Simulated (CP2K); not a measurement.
# PM6 run of CuH3SO (SMILES [OH2+][Cu-][SH])

Aim: the energy difference between two shapes of CuH3SO at PM6, from 2 runs. 

The results are computed with CP2K 2026.2.

4 further runs of the same task are left out: 2 that didn't finish, 2 set aside as unsound or not needed.

**1. The system as given**

CuH3SO has 6 atoms, charge 0, and is taken as a singlet. As SMILES, `[OH2+][Cu-][SH]`. The shape comes from GFN2-xTB, which is rough for such elements, and wasn't checked as a minimum. This is one conformer, not always the lowest.

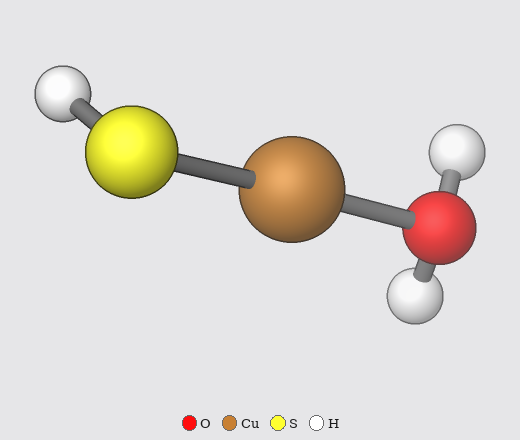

Viewed from a chosen angle; oxygen red, copper orange, sulfur yellow, hydrogen white.

**2. Energy and gradient at PM6**

gas.inp

```
&FORCE_EVAL
 METHOD QUICKSTEP
 &DFT
  &QS
   METHOD PM6
   EPS_DEFAULT 1.0E-10
   &SE
    &COULOMB
     CUTOFF [angstrom] 50
     RC_RANGE [angstrom] 0
    &END COULOMB
    &EXCHANGE
     CUTOFF [angstrom] 50
     RC_RANGE [angstrom] 0
    &END EXCHANGE
   &END SE
  &END QS
  &POISSON
   PERIODIC NONE
   POISSON_SOLVER ANALYTIC
  &END POISSON
  &SCF
   SCF_GUESS ATOMIC
   EPS_SCF 1.0E-07
   MAX_SCF 30
   &OT
    MINIMIZER DIIS
    PRECONDITIONER FULL_SINGLE_INVERSE
   &END OT
   &OUTER_SCF
    EPS_SCF 1.0E-07
    MAX_SCF 10
   &END OUTER_SCF
  &END SCF
  &PRINT
   &MOMENTS
    PERIODIC F
    REFERENCE COM
    MAX_MOMENT 1
   &END MOMENTS
   &MO_CUBES
    NLUMO 3
    NHOMO -1
    WRITE_CUBE F
   &END MO_CUBES
   &HIRSHFELD OFF
   &END HIRSHFELD
  &END PRINT
 &END DFT
 &SUBSYS
  &CELL
   ABC 11.4 12.8 14.6
   PERIODIC NONE
  &END CELL
  &COORD
   O      6.043990     6.946540     5.403515
   Cu     5.789440     6.058260     7.075675
   S      5.535740     4.978400     8.891235
   H      5.163770     7.044980     5.013915
   H      6.396420     7.821600     5.619015
   H      5.003580     5.969870     9.586085
  &END COORD
 &END SUBSYS
 &PRINT
  &FORCES ON
  &END FORCES
 &END PRINT
&END FORCE_EVAL

&GLOBAL
 PROJECT gas
 RUN_TYPE ENERGY_FORCE
 PRINT_LEVEL MEDIUM
&END GLOBAL
```

Started as:

```
$ OMP_NUM_THREADS=1 cp2k.psmp -i gas.inp -o gas.out
```

Log:

```text
CP2K| version string:                                       CP2K version 2026.2
[...]
 GLOBAL| Method name                                                        CP2K
[...]
 GLOBAL| Run type                                                   ENERGY_FORCE
[...]
                             - Atoms:                                          6
[...]
                             - Spherical basis functions:                     25
[...]
 Number of electrons:                                                         26
[...]
     1 OT DIIS     0.80E-01    0.0     0.24253109       -40.1408304860 -4.01E+01
[...]
    19 OT DIIS     0.80E-01    0.0     0.00000009       -42.8144775005 -3.92E-12
  *** SCF run converged in    19 steps ***
  Core-core repulsion energy [eV]:                           1323.53127771849586
  Core Hamiltonian energy [eV]:                             -2011.65854041280295
  Two-electron integral energy [eV]:                         -953.82783837975899
  Electronic energy [eV]:                                   -2488.57245960268210
  Total energy [eV]:                                        -1165.04118188418647
  Atomic reference energy [eV]:                              1164.94603726521768
  Heat of formation [kcal/mol]:                                -2.19408721051340
[...]
 SE_DIPOLE| Moment [Debye]          0.60898489      -5.00718747       4.49807432
 SE_DIPOLE| Derivative [a.u.]       0.00000000       0.00000000       0.00000000
 *** WARNING in qs_scf_post_se.F:140 :: Printing of MO cube files not ***
 *** implemented for Semi-Empirical method.                           ***
 ENERGY| Total FORCE_EVAL ( QS ) energy [hartree]            -42.814477500508552
 FORCES| Atomic forces [hartree/bohr]
 FORCES|   Atom     x               y               z               |f|
 FORCES|      1  6.64857848E-03  8.47267660E-03 -2.39675742E-02   2.62761196E-02
 FORCES|      2 -6.54791308E-03 -4.92598631E-02  7.33630947E-02   8.86089890E-02
 FORCES|      3  9.72074791E-03  9.71669829E-03 -3.95566202E-02   4.18764058E-02
 FORCES|      4 -2.56232954E-03  9.92240775E-03 -1.11385949E-02   1.51356534E-02
 FORCES|      5 -4.56012082E-04  1.13535119E-02 -1.03978477E-02   1.54021238E-02
 FORCES|      6 -6.80307170E-03  9.79456857E-03  1.16975423E-02   1.67047255E-02
 FORCES| Sum     1.94289029E-16 -5.27355937E-16  6.38378239E-16
 FORCES| Total atomic force                                       8.50517070E-16
[...]
```

Wall time 0.63 s (1 thread of Arm Neoverse V1, shared host).

**3. The distorted shape, same level**

molecule.inp

```
&GLOBAL
   PROJECT molecule
   RUN_TYPE ENERGY_FORCE
   PRINT_LEVEL MEDIUM
&END

&FORCE_EVAL
   METHOD QUICKSTEP
   &DFT
      &QS
         METHOD PM6
         EPS_DEFAULT 1.0E-10
         &SE
            &COULOMB
               CUTOFF [angstrom] 50
               RC_RANGE [angstrom] 0
            &END
            &EXCHANGE
               CUTOFF [angstrom] 50
               RC_RANGE [angstrom] 0
            &END
         &END
      &END
      &POISSON
         PERIODIC NONE
         POISSON_SOLVER ANALYTIC
      &END
      ! SCF settings
      &SCF
         SCF_GUESS ATOMIC
         EPS_SCF 1.0E-07
         MAX_SCF 30
         &OT
            MINIMIZER DIIS
            PRECONDITIONER FULL_SINGLE_INVERSE
         &END
         &OUTER_SCF
            EPS_SCF 1.0E-07
            MAX_SCF 10
         &END
      &END
      &PRINT
         &MOMENTS
            PERIODIC F
            REFERENCE COM
            MAX_MOMENT 1
         &END
         &MO_CUBES
            NLUMO 3
            NHOMO -1
            WRITE_CUBE F
         &END
         &HIRSHFELD OFF
         &END
      &END
   &END
   ! structure
   &SUBSYS
      &CELL
         ABC 11.4 12.8 14.6
         PERIODIC NONE
      &END
      &COORD
         O      6.056669     6.954680     5.414936
         Cu     5.774373     6.034278     7.135295
         S      5.550103     5.000180     8.950115
         H      5.162585     7.055366     5.016275
         H      6.404647     7.799820     5.602721
         H      4.995353     5.972172     9.583725
      &END
   &END
   &PRINT
      &FORCES ON
      &END
   &END
&END
```

Started as:

```
$ OMP_NUM_THREADS=1 cp2k.psmp molecule.inp > molecule.out
```

Log:

```text
CP2K| version string:                                       CP2K version 2026.2
[...]
 GLOBAL| Method name                                                        CP2K
[...]
 GLOBAL| Run type                                                   ENERGY_FORCE
[...]
                             - Atoms:                                          6
[...]
                             - Spherical basis functions:                     25
[...]
 Number of electrons:                                                         26
[...]
     1 OT DIIS     0.80E-01    0.0     0.24164567       -40.1373489502 -4.01E+01
[...]
    18 OT DIIS     0.80E-01    0.0     0.00000009       -42.8185029161 -6.11E-13
  *** SCF run converged in    18 steps ***
  Core-core repulsion energy [eV]:                           1317.46377438204445
  Core Hamiltonian energy [eV]:                             -2012.67641257612786
  Two-electron integral energy [eV]:                         -939.87616163778966
  Electronic energy [eV]:                                   -2482.61449339502269
  Total energy [eV]:                                        -1165.15071901297824
  Atomic reference energy [eV]:                              1164.94603726521768
  Heat of formation [kcal/mol]:                                -4.72007360851899
[...]
 SE_DIPOLE| Moment [Debye]          0.72495763      -4.74469750       4.47059967
 SE_DIPOLE| Derivative [a.u.]       0.00000000       0.00000000       0.00000000
 *** WARNING in qs_scf_post_se.F:140 :: Printing of MO cube files not ***
 *** implemented for Semi-Empirical method.                           ***
 ENERGY| Total FORCE_EVAL ( QS ) energy [hartree]            -42.818502916097614
 FORCES| Atomic forces [hartree/bohr]
 FORCES|   Atom     x               y               z               |f|
 FORCES|      1 -8.98276792E-03 -9.56360962E-03 -1.46125639E-02   1.96387314E-02
 FORCES|      2 -2.66745703E-03 -3.64904146E-02  5.10777253E-02   6.28299268E-02
 FORCES|      3  1.85049433E-02 -8.48629040E-03 -4.81419147E-02   5.22694366E-02
 FORCES|      4  5.29397132E-03  6.96167772E-03 -6.23726276E-03   1.07421849E-02
 FORCES|      5  5.06933538E-03  2.13877686E-02 -6.13065193E-03   2.28192835E-02
 FORCES|      6 -1.72180251E-02  2.61908684E-02  2.40446679E-02   3.95040255E-02
 FORCES| Sum    -1.38777878E-17 -1.38777878E-16  7.21644966E-16
 FORCES| Total atomic force                                       7.34998877E-16
[...]
```

Wall time 0.61 s (1 thread of Arm Neoverse V1, shared host).

**4. What came out**

Level: PM6.

```
                                                  quantity          value
                                 first shape: total energy   -42.81448 Eh
                                first shape: dipole moment         6.76 D
    first shape: heat of formation at this unrelaxed shape  -2.2 kcal/mol
                     first shape: largest force on an atom     4.556 eV/Å
                             distorted shape: total energy   -42.81850 Eh
                            distorted shape: dipole moment         6.56 D
distorted shape: heat of formation at this unrelaxed shape  -4.7 kcal/mol
                 distorted shape: largest force on an atom     3.231 eV/Å
                    energy change with the atoms displaced      -0.110 eV
```

With the atoms displaced the energy falls by 0.11 eV (2.5 kcal/mol). The first shape isn't relaxed at this level, so the change isn't measured from a minimum. The largest force (first shape) is 4.56 eV/Å: the shape isn't a stationary point for this species at this level.
